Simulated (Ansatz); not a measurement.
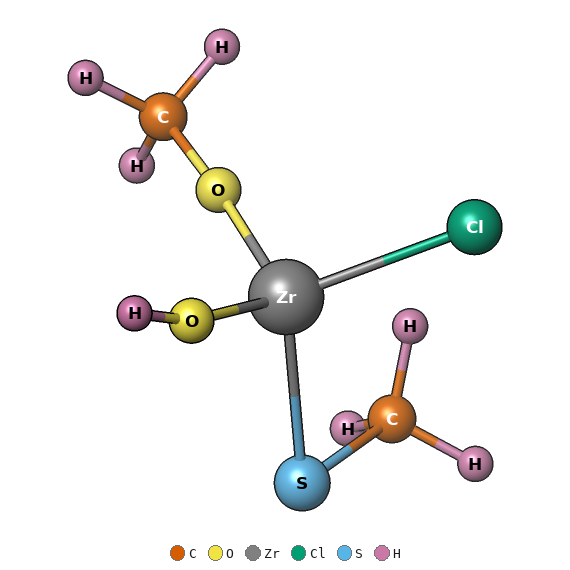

Rendered structure (ball-and-stick style).

Charge 0, singlet. The geometry was computed by an optimisation with PBE0-D4/def2-TZVP.

What does the picture show?

The molecule is C₂H₇ClO₂SZr. Its SMILES string is `C[O][Zr@]([OH])([Cl])[S]C`. The point group is C1. Coordination, clear cases only: 2 C tetrahedral; 1 O linear; 1 Zr tetrahedral; 1 S bent.

The parts below concern this one geometry. Atoms keep their numbers from picture to picture.

Geometry

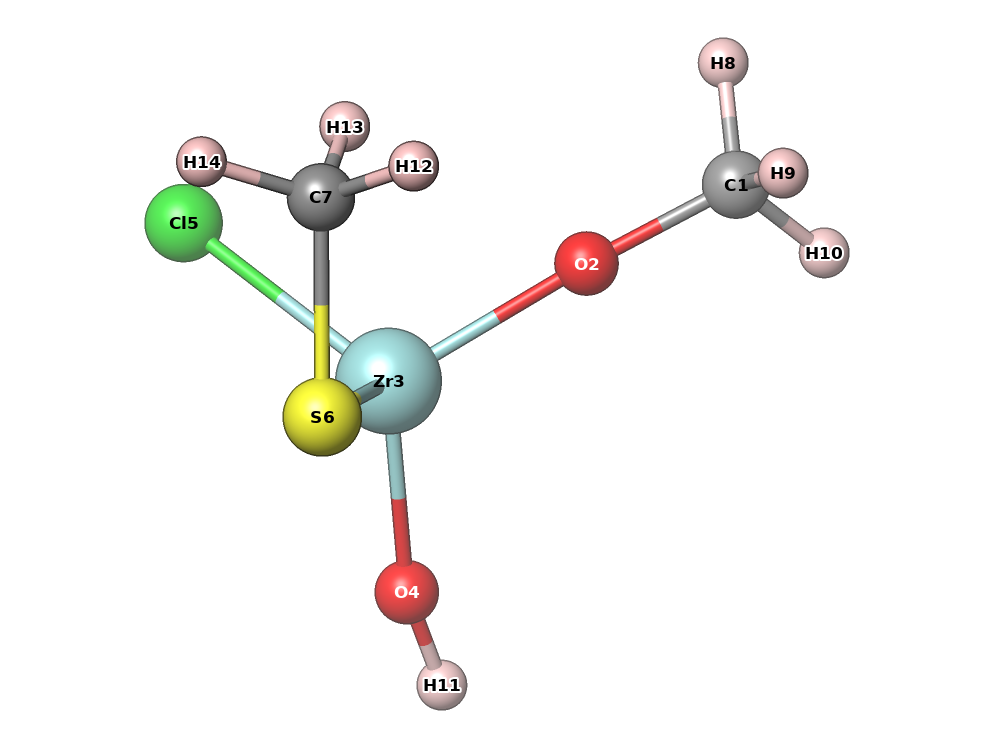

Zr3 lies behind S6. The molecule seen a little off the S6–Zr3 bond, S6 in front. Atoms fade into the background with distance from the viewer.

**What is the torsion angle C7–S6–Zr3–Cl5? The sign is positive where the front bond must turn clockwise to cover the back bond.**

−59°, synclinal (gauche).

Vibrations

Harmonic vibrations computed with RKS PBE0-D4/def2-TZVP, core potentials on Zr (Ansatz 0.2.0) at a stationary point of the same level.

**List the wavenumbers.**

36 modes: 49, 53, 53, 67, 87, 93, 108, 131, 136, 175, 196, 262, 327, 374, 407, 534, 714, 727, 955, 982, 1177, 1179, 1223, 1366, 1447, 1475, 1482, 1489, 1490, 3021, 3027, 3094, 3096, 3118, 3164, 3991 cm⁻¹.

Levels of theory compared

Program: Ansatz 0.2.0.

At this fixed geometry, give HOMO–LUMO gap (eV), dipole (D), HOMO energy (eV) at these levels: B3LYP-D4/def2-TZVPP; PBE-D4/def2-TZVPP; r2SCAN-D4/def2-TZVPP; ωB97M-V/def2-TZVPP.

```tsv
level	HOMO–LUMO gap (eV)	dipole (D)	HOMO energy (eV)
B3LYP-D4/def2-TZVPP	5.55	3.37	−6.67
PBE-D4/def2-TZVPP	3.97	3.36	−5.73
r2SCAN-D4/def2-TZVPP	4.41	3.41	−5.99
ωB97M-V/def2-TZVPP	9.76	3.40	−9.04
```

Charges

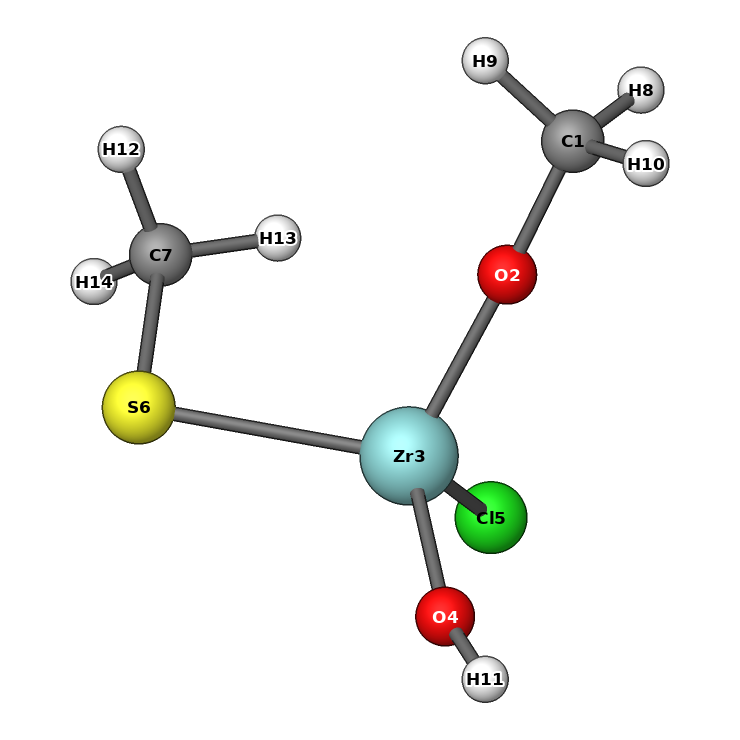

The questions are on Mulliken charges. Method: RKS ωB97M-V/def2-TZVPP, core potentials on Zr (Ansatz 0.2.0).

**Which atom carries the highest charge (most positive or least negative)?**

Zr3 (1.01 e).

**And the lowest?**

O4 (−0.47 e).

List the Mulliken charges.

```
atom  value (e)
  C1      −0.19
  O2      −0.45
 Zr3       1.01
  O4      −0.47
 Cl5      −0.30
  S6      −0.24
  C7      −0.29
  H8       0.12
  H9       0.12
 H10       0.12
 H11       0.17
 H12       0.14
 H13       0.11
 H14       0.15
```

Mulliken values depend strongly on the basis set and can even reverse the polarity of a bond.
